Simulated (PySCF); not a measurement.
## Electronic structure of C4H11NO2Si2 in real space

```yaml
atoms:
  - { symbol: N, position_ang: [2.7880, -0.1074, 1.6436] }
  - { symbol: C, position_ang: [3.0400, 0.0635, 0.3270] }
  - { symbol: O, position_ang: [4.0871, 0.5276, -0.0780] }
  - { symbol: Si, position_ang: [1.6321, -0.4623, -0.8593] }
  - { symbol: C, position_ang: [0.0461, 0.5706, -1.0982] }
  - { symbol: C, position_ang: [-0.6437, -0.6248, -0.4321] }
  - { symbol: C, position_ang: [-1.4745, -0.3071, 0.7881] }
  - { symbol: Si, position_ang: [-3.0699, 0.6417, 0.3745] }
  - { symbol: O, position_ang: [0.5181, -1.4064, -0.0708] }
  - { symbol: H, position_ang: [3.5125, 0.0869, 2.3191] }
  - { symbol: H, position_ang: [1.9699, -0.6106, 1.9402] }
  - { symbol: H, position_ang: [2.1637, -1.0529, -2.0837] }
  - { symbol: H, position_ang: [-0.0498, 1.4818, -0.5147] }
  - { symbol: H, position_ang: [-0.2845, 0.7644, -2.1123] }
  - { symbol: H, position_ang: [-1.2202, -1.2168, -1.1480] }
  - { symbol: H, position_ang: [-1.7231, -1.2455, 1.2879] }
  - { symbol: H, position_ang: [-0.8592, 0.2667, 1.4849] }
  - { symbol: H, position_ang: [-3.8133, 0.8357, 1.6213] }
  - { symbol: H, position_ang: [-3.8725, -0.1380, -0.5694] }
  - { symbol: H, position_ang: [-2.7517, 1.9436, -0.2144] }
```

Geometry: GFN2-xTB.

Method: PySCF 2.14.0, PBE0/pcSseg-1, SCF density, gas phase, non-relativistic.

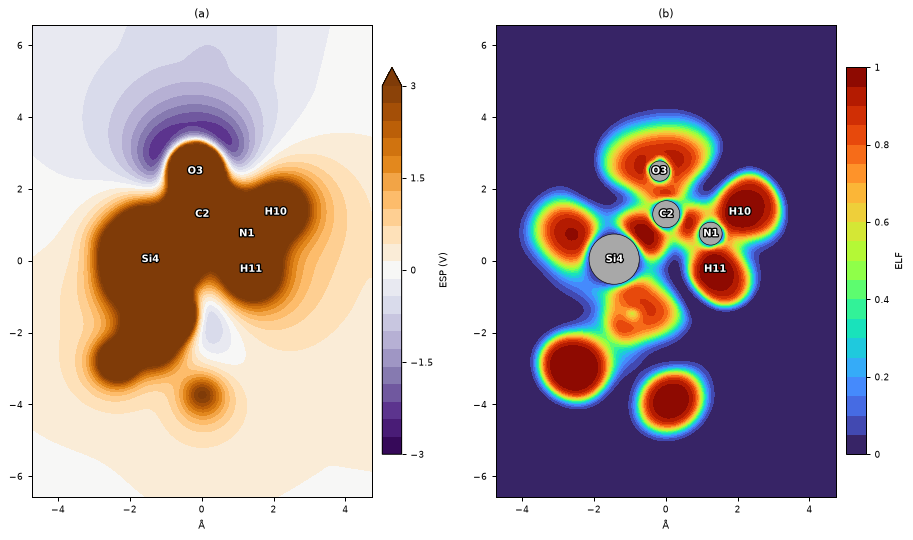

Figure 1. (a) molecular electrostatic potential; (b) ELF on the plane of atoms O3, C2 and Si4. Grey discs cover the atomic cores in the ELF map.

Q: What do the fields say about this system?

A: The section cuts through N, C, O, Si and H sites. C–O (1.21 Å): the ELF peaks at about 0.85 between the atoms: a short, multiple covalent bond. C–N (1.35 Å): the ELF peaks at about 0.90 between the atoms; localised, covalent bonding. C–Si (1.91 Å): the ELF peaks at about 1 between the atoms; localised, covalent bonding. N–H (1.01 Å): the ELF climbs to about 1 towards the hydrogen, as it does in any bond to H; an ordinary covalent bond to hydrogen. The ELF also peaks beside O9 and O3, away from the bonds: lone-pair regions. Outside the dense part of the molecule the potential is most negative (−2.4 V) near O3.

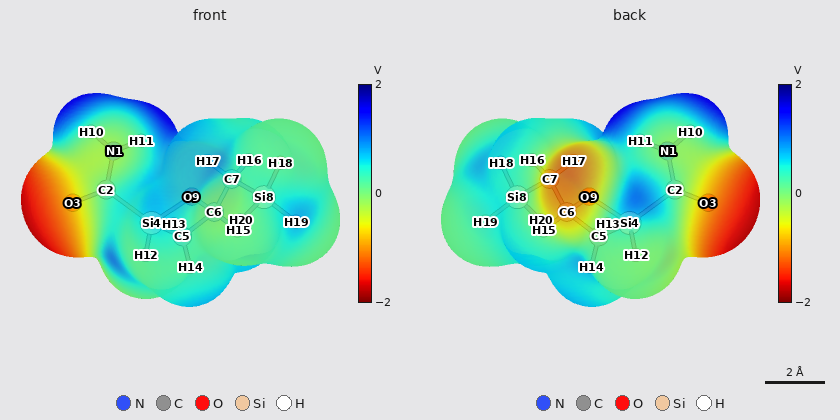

Figure 2. The molecular electrostatic potential painted on the density surface at 0.001 e/bohr³, seen from the front and from behind; the colour scale runs from red (negative) to blue (positive).

Q: Where is the surface potential most negative and most positive?

A: The most negative region (about −1.7 V, or −39 kcal/mol for a unit charge) lies over O3, the most positive (about +1.6 V, or +37 kcal/mol for a unit charge) over H10 and H11. O3 is the likeliest acceptor of a hydrogen bond.

Q: How polar is the molecule by this calculation?

A: Its dipole moment is 3.07 D.
